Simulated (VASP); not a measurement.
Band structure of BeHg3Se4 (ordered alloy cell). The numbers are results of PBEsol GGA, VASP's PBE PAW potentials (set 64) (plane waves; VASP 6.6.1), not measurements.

Unless said otherwise, spin-orbit coupling is left out, though it shifts the bands of the heavy elements here.

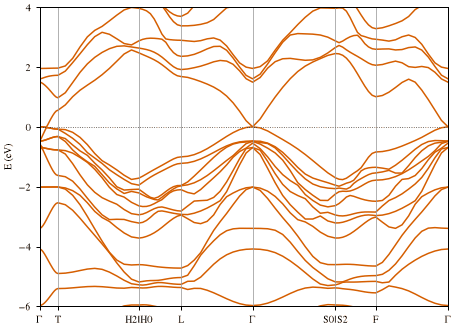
Figure. Bands along high-symmetry lines, zero at the valence-band maximum or, without a gap, the Fermi level

Task: Read the plot: is there a gap, and where are the band edges?

Result: It has no gap at this level: it comes out as a metal or semimetal. (Edges off the drawn lines would not show.)

The structure was generated: BeHg3Se4 was put into an ordered model structure (R3m), which need not be its known phase. It was relaxed first.
